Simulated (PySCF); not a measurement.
# C₄H₈FN (charge +1): EPR calculation

C₄H₈FN, charge +1, multiplicity 2, computed with UKS B3LYP, pcH-1 on C F H N, non-relativistic, mean-field spin-orbit, GIAO (PySCF 2.14.0).

It belongs to a series of runs on one base structure; here: electron removed.

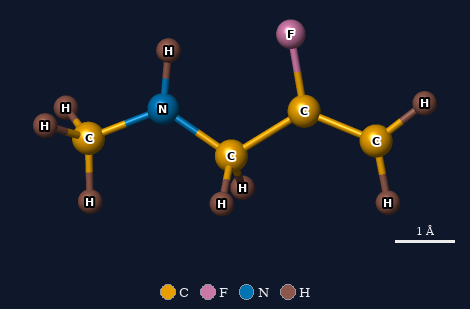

Figure 1. The input geometry (ball-and-stick view, seen at a tilt).

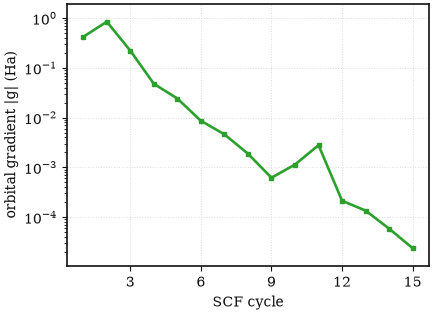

Figure 2. Convergence of the self-consistent field: orbital gradient |g| against the SCF cycle. All cycles printed in the log are drawn one after another.

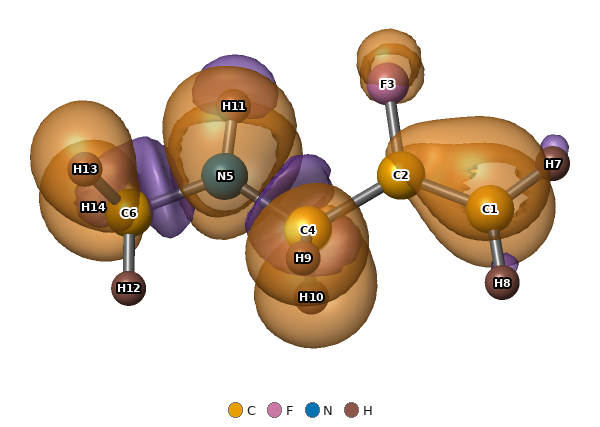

Figure 3. Isosurfaces of the spin density at +0.006 (orange) and −0.006 e/Å³ (purple), seen at a tilt. The unpaired spin (1 electron) lies mostly on N5 (about 0.5), C1 (about 0.1) and C4 (about 0.1), in electrons by Hirshfeld's partition.

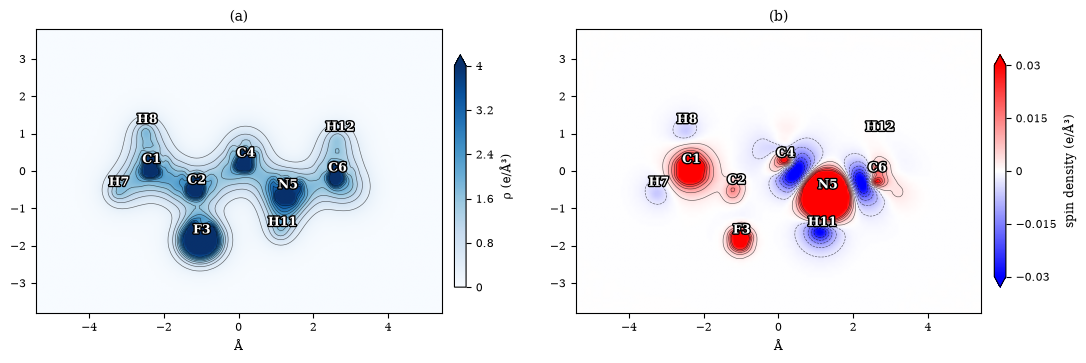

Figure 4. (a) electron density; (b) spin density on the plane of atoms C2, C1 and H8. Atoms in the plane: C, F, N and H. C–N (1.40 Å): ρ is about 1.5 e/Å³ halfway. C–C (1.50 Å): ρ at the midpoint is about 1.4 e/Å³. The unpaired spin (1 electron) lies mostly on N5 (about 0.5), C1 (about 0.1) and C4 (about 0.1), in electrons by Hirshfeld's partition.

These pictures come from the run below.

Input file
```
{"job": {"kind": "epr", "basis": "pcH-1"}, "charge": 1, "multiplicity": 2}
C      2.673991     0.016713     0.230768
C      1.409860     0.266291    -0.100446
F      1.122233     1.000350    -1.181121
C      0.187702    -0.201486     0.630729
N     -1.022493     0.202318     0.045134
C     -2.294357    -0.124076     0.553507
H      3.482799     0.401283    -0.367498
H      2.925033    -0.569845     1.095439
H      0.243711     0.146312     1.680324
H      0.224348    -1.304088     0.721957
H     -0.978793     0.769764    -0.796076
H     -2.218846    -0.735653     1.450999
H     -2.867585     0.785824     0.777523
H     -2.888280    -0.654179    -0.203355
```

The first line tells a small driver script what to run in PySCF; the rest is the geometry in Å.

Run as:
```bash
OMP_NUM_THREADS=1 python <driver script> task.json out
```

Output
```
UKS, coarse grid
  cycle   1  E = -311.44613457  |g| = 4.20e-01
  cycle   2  E = -311.18156679  |g| = 8.47e-01
  cycle   3  E = -311.49688666  |g| = 2.22e-01
  cycle   4  E = -311.51997841  |g| = 4.78e-02
  cycle   5  E = -311.52084111  |g| = 2.42e-02
  cycle   6  E = -311.52106964  |g| = 8.61e-03
  cycle   7  E = -311.52110198  |g| = 4.61e-03
  cycle   8  E = -311.52111635  |g| = 1.88e-03
  cycle   9  E = -311.52111974  |g| = 6.19e-04
UKS, final grid
  cycle   1  E = -311.52111664  |g| = 1.14e-03
  cycle   2  E = -311.52111340  |g| = 2.79e-03
  cycle   3  E = -311.52111756  |g| = 2.13e-04
  cycle   4  E = -311.52111762  |g| = 1.35e-04
  cycle   5  E = -311.52111770  |g| = 5.85e-05
  cycle   6  E = -311.52111770  |g| = 2.37e-05
E = -311.52111770 Eh   <S^2> = 0.7549 (exact 0.7500)
g shifts (ppm)      1          2          3
  rmc          -205       -205       -205
  gc              5         34         31
  oz_so           3       1949       2461
  total        -196       1778       2287
hyperfine (MHz)  atom isotope    a_iso     a_fc   dipolar eigenvalues
    0   13C       9.10       9.10    -11.56    -10.69     22.24
    1   13C      -4.57      -4.57     -2.50      0.46      2.05
    2   19F      10.83      10.83    -35.28    -31.71     66.99
    3   13C     -36.98     -36.98     -6.93     -1.23      8.16
    4   14N      31.87      31.87    -33.99    -33.82     67.81
    5   13C     -26.89     -26.89     -5.88     -0.64      6.51
    6    1H      -9.30      -9.30     -5.42     -1.39      6.81
    7    1H      -8.78      -8.78     -3.83     -1.79      5.63
    8    1H     225.03     225.03     -7.34     -3.17     10.51
    9    1H     220.04     220.04     -7.32     -3.16     10.48
   10    1H     -52.15     -52.15    -37.78     -9.41     47.19
   11    1H       0.09       0.09     -3.89     -3.12      7.02
   12    1H     139.58     139.58     -6.48     -3.42      9.89
   13    1H     137.85     137.85     -6.48     -3.41      9.90
```

Summary

| quantity | value |
| --- | --- |
| outcome | converged |
| total energy | −311.521118 hartree |
| ⟨S²⟩ | 0.755 |
| isotropic g | 2.0036 |
| hardware | 1 CPU thread, shared host |
| wall time | 59 s |
| peak memory | 0.9 GiB |
